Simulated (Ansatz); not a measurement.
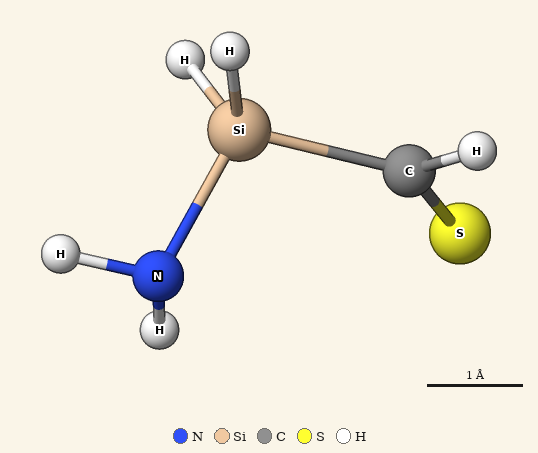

Fig. 1: The structure as given in the input (ball-and-stick view, seen at a tilt). Bond lengths as drawn: C–H 1.11 Å, C–S 1.62 Å, C–Si 1.88 Å, H–N 1.06 Å, H–Si 1.45 to 1.46 Å and N–Si 1.80 Å.

Run report: CH$_{5}$NSSi, nudged elastic band (part 1 of 2)

CH$_{5}$NSSi, computed with RKS r2SCAN-D4/STO-3G (Ansatz 0.2.0).

The run did not end well. It belongs to a series of runs on one base structure; here: band between the two ends.

What the program printed:
```
Engine: ansatz 0.2.0, aarch64-unknown-linux-gnu
Functional definition: r2SCAN
  parameter k0 = 0.174
  parameter k1 = 0.065
  parameter a1 = 4.9479
  exchange = r2scan_x(k0 = k0, k1 = k1, a1 = a1)
  correlation = r2scan_c
442 factors; integrals over basis functions are off by at most 1.2e-5 eV
mean field evaluation 1: about -21072.6514 eV, gradient 2.3e1 eV
mean field evaluation 2: about -21071.7027 eV, gradient 2.9e1 eV
mean field evaluation 4: about -21074.2560 eV, gradient 2.2e0 eV
mean field evaluation 8: about -21074.2132 eV, gradient 1.2e-1 eV
mean field -21074.21329807 eV, -774.4630540891 hartree, gradient 1.2e-5 eV, S^2 0.000000; 0 other end points of the search recorded, 0 dependent functions left out
the calculation of the forces begins
reference -21074.21330393 eV, -774.4630543047 hartree; 24, 24 occupied and 9, 9 virtual orbitals, 442 factors
452 factors; integrals over basis functions are off by at most 3.8e-5 eV
mean field evaluation 16: about -21073.0886 eV, gradient 2.5e1 eV
mean field -21075.15957887 eV, -774.4978292672 hartree, gradient 4.1e-5 eV, S^2 0.000000; 0 other end points of the search recorded, 0 dependent functions left out
[... from here on the field's lines of each further geometry are left out, up to the last ...]
NEB iter   1: max|band force component| = 3.127e2 eV/Å  barrier→ = 111.8291 eV  barrier← = 112.7752 eV  Δτ_max = 0.2000 Å  (383 SCF iters)
NEB iter   2: max|band force component| = 1.244e2 eV/Å  barrier→ = 53.9755 eV  barrier← = 54.9216 eV  Δτ_max = 0.1962 Å  (307 SCF iters)
NEB iter   3: max|band force component| = 6.369e1 eV/Å  barrier→ = 29.1244 eV  barrier← = 30.0705 eV  Δτ_max = 0.1936 Å  (271 SCF iters)
NEB iter   4: max|band force component| = 3.026e1 eV/Å  barrier→ = 14.0012 eV  barrier← = 14.9472 eV  Δτ_max = 0.1949 Å  (267 SCF iters)
NEB iter   5: max|band force component| = 1.521e1 eV/Å  barrier→ = 8.3018 eV  barrier← = 9.2478 eV  Δτ_max = 0.1980 Å  (277 SCF iters)
NEB iter   6: max|band force component| = 7.923e0 eV/Å  barrier→ = 6.2258 eV  barrier← = 7.1719 eV  Δτ_max = 0.2000 Å  (281 SCF iters)
NEB iter   7: max|band force component| = 4.751e0 eV/Å  barrier→ = 5.1777 eV  barrier← = 6.1237 eV  Δτ_max = 0.2000 Å  (288 SCF iters)
NEB iter   8: max|band force component| = 4.175e0 eV/Å  barrier→ = 4.8953 eV  barrier← = 5.8413 eV  Δτ_max = 0.2000 Å  (272 SCF iters)
NEB iter   9: max|band force component| = 5.815e0 eV/Å  barrier→ = 4.9398 eV  barrier← = 5.8858 eV  Δτ_max = 0.1015 Å  (279 SCF iters)
NEB iter  10: max|band force component| = 3.373e0 eV/Å  barrier→ = 4.4596 eV  barrier← = 5.4056 eV  Δτ_max = 0.1005 Å  (260 SCF iters)
NEB iter  11: max|band force component| = 3.096e0 eV/Å  barrier→ = 3.9733 eV  barrier← = 4.9193 eV  Δτ_max = 0.1007 Å  (253 SCF iters)
NEB iter  12: max|band force component| = 3.559e0 eV/Å  barrier→ = 3.6679 eV  barrier← = 4.6139 eV  Δτ_max = 0.0999 Å  (252 SCF iters)
NEB iter  13: max|band force component| = 3.652e0 eV/Å  barrier→ = 3.5825 eV  barrier← = 4.5285 eV  Δτ_max = 0.1993 Å  (253 SCF iters)
NEB iter  14: max|band force component| = 3.484e0 eV/Å  barrier→ = 3.5994 eV  barrier← = 4.5455 eV  Δτ_max = 0.2000 Å  (269 SCF iters)
NEB iter  15: max|band force component| = 2.064e0 eV/Å  barrier→ = 3.5392 eV  barrier← = 4.4852 eV  Δτ_max = 0.2000 Å  (259 SCF iters)
NEB iter  16: max|band force component| = 3.651e0 eV/Å  barrier→ = 3.5026 eV  barrier← = 4.4487 eV  Δτ_max = 0.1003 Å  (252 SCF iters)
NEB iter  17: max|band force component| = 3.319e0 eV/Å  barrier→ = 3.1293 eV  barrier← = 4.0753 eV  Δτ_max = 0.1002 Å  (241 SCF iters)
NEB iter  18: max|band force component| = 1.548e0 eV/Å  barrier→ = 2.6325 eV  barrier← = 3.5786 eV  Δτ_max = 0.2000 Å  (240 SCF iters)
NEB iter  19: max|band force component| = 1.367e0 eV/Å  barrier→ = 2.6172 eV  barrier← = 3.5633 eV  Δτ_max = 0.2000 Å  (265 SCF iters)
NEB iter  20: max|band force component| = 1.335e0 eV/Å  barrier→ = 3.1882 eV  barrier← = 4.1342 eV  Δτ_max = 0.2000 Å  (261 SCF iters)
NEB iter  21: max|band force component| = 2.218e0 eV/Å  barrier→ = 3.9138 eV  barrier← = 4.8599 eV  Δτ_max = 0.1011 Å  (259 SCF iters)
NEB iter  22: max|band force component| = 1.981e0 eV/Å  barrier→ = 3.9840 eV  barrier← = 4.9300 eV  Δτ_max = 0.1007 Å  (241 SCF iters)
NEB iter  23: max|band force component| = 1.493e0 eV/Å  barrier→ = 3.6768 eV  barrier← = 4.6229 eV  Δτ_max = 0.1005 Å  (246 SCF iters)
NEB iter  24: max|band force component| = 2.500e0 eV/Å  barrier→ = 3.3883 eV  barrier← = 4.3344 eV  Δτ_max = 0.0500 Å  (242 SCF iters)
NEB iter  25: max|band force component| = 1.739e0 eV/Å  barrier→ = 3.3177 eV  barrier← = 4.2638 eV  Δτ_max = 0.1003 Å  (242 SCF iters)
NEB iter  26: max|band force component| = 1.528e0 eV/Å  barrier→ = 3.1790 eV  barrier← = 4.1250 eV  Δτ_max = 0.1993 Å  (249 SCF iters)
NEB iter  27: max|band force component| = 2.435e0 eV/Å  barrier→ = 2.9426 eV  barrier← = 3.8886 eV  Δτ_max = 0.1015 Å  (271 SCF iters)
NEB iter  28: max|band force component| = 1.829e0 eV/Å  barrier→ = 2.8279 eV  barrier← = 3.7740 eV  Δτ_max = 0.2000 Å  (238 SCF iters)
NEB iter  29: max|band force component| = 1.057e0 eV/Å  barrier→ = 3.0644 eV  barrier← = 4.0104 eV  Δτ_max = 0.2000 Å  (253 SCF iters)
NEB iter  30: max|band force component| = 7.133e-1 eV/Å  barrier→ = 2.9133 eV  barrier← = 3.8593 eV  Δτ_max = 0.2000 Å  (242 SCF iters)
NEB iter  31: max|band force component| = 6.113e-1 eV/Å  barrier→ = 2.6478 eV  barrier← = 3.5939 eV  Δτ_max = 0.2000 Å  (246 SCF iters)
NEB iter  32: max|band force component| = 1.969e0 eV/Å  barrier→ = 2.7963 eV  barrier← = 3.7423 eV  Δτ_max = 0.1014 Å  (240 SCF iters)
NEB iter  33: max|band force component| = 2.022e0 eV/Å  barrier→ = 3.0161 eV  barrier← = 3.9622 eV  Δτ_max = 0.0998 Å  (238 SCF iters)
NEB iter  34: max|band force component| = 1.344e0 eV/Å  barrier→ = 3.2226 eV  barrier← = 4.1687 eV  Δτ_max = 0.1013 Å  (235 SCF iters)
NEB iter  35: max|band force component| = 1.458e0 eV/Å  barrier→ = 3.3443 eV  barrier← = 4.2904 eV  Δτ_max = 0.0999 Å  (244 SCF iters)
NEB iter  36: max|band force component| = 1.705e0 eV/Å  barrier→ = 3.4002 eV  barrier← = 4.3462 eV  Δτ_max = 0.1018 Å  (242 SCF iters)
NEB iter  37: max|band force component| = 1.591e0 eV/Å  barrier→ = 3.3352 eV  barrier← = 4.2812 eV  Δτ_max = 0.0998 Å  (234 SCF iters)
NEB iter  38: max|band force component| = 1.488e0 eV/Å  barrier→ = 3.2574 eV  barrier← = 4.2035 eV  Δτ_max = 0.1978 Å  (236 SCF iters)
NEB iter  39: max|band force component| = 1.691e0 eV/Å  barrier→ = 3.1000 eV  barrier← = 4.0460 eV  Δτ_max = 0.0998 Å  (245 SCF iters)
NEB iter  40: max|band force component| = 1.359e0 eV/Å  barrier→ = 3.0424 eV  barrier← = 3.9885 eV  Δτ_max = 0.1000 Å  (232 SCF iters)
NEB iter  41: max|band force component| = 1.383e0 eV/Å  barrier→ = 2.9875 eV  barrier← = 3.9336 eV  Δτ_max = 0.1003 Å  (233 SCF iters)
NEB iter  42: max|band force component| = 1.417e0 eV/Å  barrier→ = 2.9100 eV  barrier← = 3.8561 eV  Δτ_max = 0.1991 Å  (234 SCF iters)
NEB iter  43: max|band force component| = 1.232e0 eV/Å  barrier→ = 2.7020 eV  barrier← = 3.6480 eV  Δτ_max = 0.2000 Å  (241 SCF iters)
NEB iter  44: max|band force component| = 1.585e0 eV/Å  barrier→ = 3.0578 eV  barrier← = 4.0038 eV  Δτ_max = 0.2000 Å  (246 SCF iters)
NEB iter  45: max|band force component| = 1.242e0 eV/Å  barrier→ = 3.2117 eV  barrier← = 4.1577 eV  Δτ_max = 0.2000 Å  (254 SCF iters)
NEB iter  46: max|band force component| = 2.854e0 eV/Å  barrier→ = 3.3604 eV  barrier← = 4.3064 eV  Δτ_max = 0.1000 Å  (251 SCF iters)
NEB iter  47: max|band force component| = 2.855e0 eV/Å  barrier→ = 3.3274 eV  barrier← = 4.2734 eV  Δτ_max = 0.0503 Å  (238 SCF iters)
NEB iter  48: max|band force component| = 2.139e0 eV/Å  barrier→ = 3.2253 eV  barrier← = 4.1713 eV  Δτ_max = 0.0500 Å  (234 SCF iters)
NEB iter  49: max|band force component| = 1.166e0 eV/Å  barrier→ = 3.1681 eV  barrier← = 4.1141 eV  Δτ_max = 0.0999 Å  (235 SCF iters)
NEB iter  50: max|band force component| = 1.113e0 eV/Å  barrier→ = 3.0994 eV  barrier← = 4.0454 eV  Δτ_max = 0.2000 Å  (230 SCF iters)
NEB iter  51: max|band force component| = 1.319e0 eV/Å  barrier→ = 2.9103 eV  barrier← = 3.8563 eV  Δτ_max = 0.2000 Å  (237 SCF iters)
NEB iter  52: max|band force component| = 1.571e0 eV/Å  barrier→ = 2.6442 eV  barrier← = 3.5902 eV  Δτ_max = 0.0999 Å  (235 SCF iters)
NEB iter  53: max|band force component| = 1.696e0 eV/Å  barrier→ = 2.5084 eV  barrier← = 3.4544 eV  Δτ_max = 0.1008 Å  (228 SCF iters)
NEB iter  54: max|band force component| = 1.744e0 eV/Å  barrier→ = 2.4144 eV  barrier← = 3.3604 eV  Δτ_max = 0.2000 Å  (228 SCF iters)
NEB iter  55: max|band force component| = 1.589e0 eV/Å  barrier→ = 2.2999 eV  barrier← = 3.2460 eV  Δτ_max = 0.1994 Å  (233 SCF iters)
NEB iter  56: max|band force component| = 1.339e0 eV/Å  barrier→ = 1.8597 eV  barrier← = 2.8058 eV  Δτ_max = 0.1997 Å  (236 SCF iters)
NEB iter  57: max|band force component| = 2.712e0 eV/Å  barrier→ = 1.5719 eV  barrier← = 2.5179 eV  Δτ_max = 0.1006 Å  (239 SCF iters)
NEB iter  58: max|band force component| = 1.476e0 eV/Å  barrier→ = 1.4579 eV  barrier← = 2.4040 eV  Δτ_max = 0.0997 Å  (229 SCF iters)
NEB iter  59: max|band force component| = 7.849e-1 eV/Å  barrier→ = 1.2608 eV  barrier← = 2.2068 eV  Δτ_max = 0.2000 Å  (233 SCF iters)
the calculation of the forces begins
reference -21073.19987456 eV, -774.4258114623 hartree; 24, 24 occupied and 9, 9 virtual orbitals, 451 factors
these checks for a lower state are left out or cut short: starts, cluster_reference, orbital_swaps, neighbouring_geometries, increment
453 factors; integrals over basis functions are off by at most 2.4e-5 eV
mean field evaluation 4032: about -21074.9300 eV, gradient 1.7e-5 eV
mean field -21074.93000959 eV, -774.4893927519 hartree, gradient 1.7e-5 eV, S^2 0.000000; 0 other end points of the search recorded, 0 dependent functions left out
the calculation of the forces begins
reference -21074.93001539 eV, -774.4893929651 hartree; 24, 24 occupied and 9, 9 virtual orbitals, 453 factors
NEB iter  60: max|band force component| = 1.152e0 eV/Å  barrier→ = 1.1649 eV  barrier← = 2.1110 eV  Δτ_max = 0.0988 Å  (240 SCF iters)
```

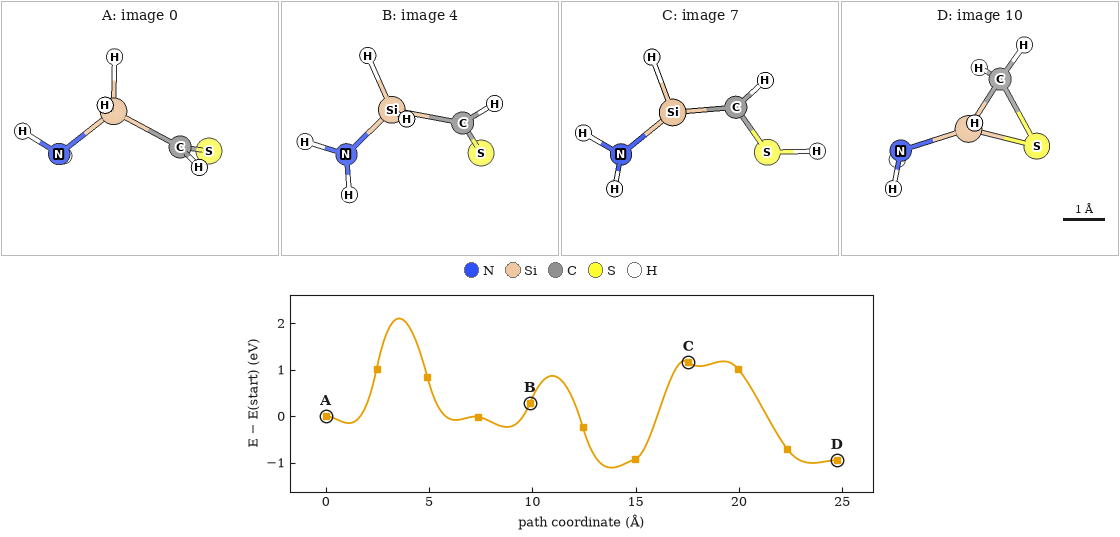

Fig. 2: Images of the last band (counted from 0; ball-and-stick, seen at a tilt) above the energy along the path; the line is a cubic interpolation that uses the forces. The highest image is number 7, 1.165 eV above the start and 2.111 eV above the end; the end lies 0.946 eV below the start. The path is 24.74 Å long. The band had not converged after 60 iterations.

```
Unfinished report: {"positions_ang":[[-1.1832366103774112,0.6666971642730497,-1.2805408289621918],[0.2723855757744661,0.7806106263545074,-0.23573605647165569],[0.7492763114746678,-0.6298759892666997,0.6611002701390425],[-0.20834507603367558,-1.9919022427112452,1.1814016738517332],[-1.9324152144083466,1.282843841395286,-0.8528555602451635],[-0.9579128090803068,1.1496950938978394,-2.1941731834291267],[1.656120083265401,-0.5015426113301991,1.2666010855212322],[1.4195258545137466,1.2057010031709865,-1.0235043565339843],[0.2731008748714593,-2.008526895783526,2.460607956130111]],"unchecked":["starts","cluster_reference","orbital_swaps","neighbouring_geometries","increment"],"mean_field":{"relativity":"none","state":{"energy":{"ev":-21073.045987403508,"hartree":-774.4201562134851},"converged":true,"gradient_ev":9.418879404244775e-6,"stability":{"kind":"minimum","curvature_ev":56.437792789760564},"curvature_floor_ev":0.00030000000000000003,"spin_squared":1.0658141036401503e-14},"others":[],"fillings":{"estimated":0,"unestimated":0,"tried":0,"untried":0,"excluded_magnetic_sites":0},"n_dropped_functions":0,"n_trapped_functions":0,"passes":{"evaluations":4,"products":24},"factors":{"origin":"Cholesky decomposition","count":449,"bound_ev":0.000021745943770995798},"gradient_stop_ev":0.00009,"reference_kind":"stationary","functional":{"name":"r2SCAN","citations":["Furness, Kaplan, Ning, Perdew & Sun, J. Phys. Chem. Lett. 11, 8208 (2020) doi:10.1021/acs.jpclett.0c02405","Furness, Kaplan, Ning, Perdew & Sun, J. Phys. Chem. Lett. 11, 9248 (2020) doi:10.1021/acs.jpclett.0c03077"],"text":"name \"r2SCAN\"\ncite \"Furness, Kaplan, Ning, Perdew & Sun, J. Phys. Chem. Lett. 11, 8208 (2020) doi:10.1021/acs.jpclett.0c02405\"\ncite \"Furness, Kaplan, Ning, Perdew & Sun, J. Phys. Chem. Lett. 11, 9248 (2020) doi:10.1021/acs.jpclett.0c03077\"\nparent r2scan\nparameter k0 = 0.174\nparameter k1 = 0.065\nparameter a1 = 4.9479\nexchange = r2scan_x(k0 = k0, k1 = k1, a1 = a1)\ncorrelation = r2scan_c\n","parameters":{"a1":{"value":4.9479,"default":4.9479},"k0":{"value":0.174,"default":0.174},"k1":{"value":0.065,"default":0.065}},"final_grid":{"core_spheres":27.0,"valence_spheres":18.0,"degree":36.0},"final_grid_parameter_source":"default","radial_points_factor":1.0,"radial_grid_error_ev":0.00004202825166463307,"grid_sensitivity":"normal","grid_sensitivity_ratio":0.004213694444324409},"unsmoothed_excess_ev":-6.14736451479306e-6,"symmetry":{"irreps":["A"],"axes":[[0.9905166688505549,0.08014066370884727,0.11159839940387055],[-0.10357590102807367,0.9692339301394444,0.22328820253804157],[-0.09027049050173071,-0.23272959134315566,0.9683430052712854]],"occupied":[{"A":24},{"A":24}]},"held":{"pivots":442,"left_out":0,"joined":7},"density_repulsion":{"missed_ev":0.00001435531742463351,"excess_ev":3.6149398836453945e-6,"most_excess_ev":0.0001296,"are_drawn_again":false,"n_first_factors":449,"energy_change_ev":0.0,"n_dropped_ends":0}},"factors":{"origin":"Cholesky decomposition","count":449,"bound_ev":0.000021745943770995798},"n_frozen":0,"n_occupied":[24,24],"n_virtual":[9,9],"reference":{"ev":-21073.045987403508,"hartree":-774.4201562134851},"dispersion":{"energy":{"ev":-0.050412265868944366,"hartree":-0.0018526166000226124},"switches_in_reach":[]},"total":{"ev":-21073.096399669375,"hartree":-774.4220088300851},"forces_ev_per_angstrom":[[0.07384229077041468,-0.06164593664252736,0.05908253853808301],[0.1066780396566059,0.035189826237973246,-0.16506691257073633],[0.01634876259701439,0.2487590247095135,0.06768248467978803],[-0.324490707773696,-0.006118387771253739,0.28006838078359664],[0.11884580017975244,-0.21340709047219072,-0.28934943792644696],[-0.16098967358650373,0.11448363188101777,0.2040312315334959],[0.15620027880528936,-0.07037897519685486,-0.20289207392296757],[0.013540158710280518,0.2008939610662103,0.02250454861161792],[0.000025050626331866917,-0.247776053817752,0.023939240268769285]],"charge_distribution":{"dipole_moment_e_ang":[0.022232918631560072,0.3251472693774585,0.222498390688369],"mulliken_charges_e":[-0.5103997273862273,0.5554273459448407,-0.40880298060379516,0.1570190593712546,0.14660927266306267,0.146968033516911,0.058549753189691134,-0.13775765712330346,-0.007613099572426396],"lowdin_charges_e":[-0.3610970942248315,0.4254222633116278,-0.33366300385991643,0.18858094683106508,0.10152922899744887,0.10124927256937044,0.03207660037962079,-0.12676071842544223,-0.0273374955789516]},"n_threads":1,"memory_gib":1.7045454550534487,"seconds":{"hamiltonian":2.7879050899999998,"orbitals":0.0,"second_order":0.0,"solver_start":0.0,"cycles":0.0,"cycle":0.0,"perturbative":0.0,"full_ci_increment":0.0,"forces":0.0}}
this run last wrote the band of iteration 60 to [file]
Error: NEB band did not converge after 60 iterations: max|band force component| = 1.15e0 eV/Å (threshold 3.0e-2); raise `neb.max_iterations` in a new run, which can start from the last band evaluated (`neb.initial_path`, with `crystal.atoms` and `neb.final_atoms` set to its first and last images), add images, or start from endpoints closer to local minima. Where this run's directory can be resumed (`checkpoint.write`), a resume goes on for up to `neb.max_iterations` more; to start a new run from the last band, take its images' positions from the `neb_iteration` event of iteration 60 (`data.images[].positions_ang`), in the event stream of the run that computed that iteration (not this run's, if it was resumed behind it). With `checkpoint.write`, `steps/00-neb/state/checkpoint.json` in the run directory holds the last saved band, under `neb.evaluated.images[].positions_ang` (a band under a hybrid functional on support functions is neither saved nor resumed: `neb.initial_path` says where its path is): check the last entry of `neb.iterations` there, which is earlier than 60 if that iteration was not saved or its write failed. If the band's step has no `state` directory and holds `state.next`, a write was cut short, and the file is under `state.next` instead (behind a loss of power it can be under `state.prev`)
this run wrote the band of iteration 60 to [file] as well, whether or not its events were kept: a new run's `neb.initial_path` can list its `images[].positions_ang`
a run's events are kept only if it was started with --events-out <file>, and are in that file
```
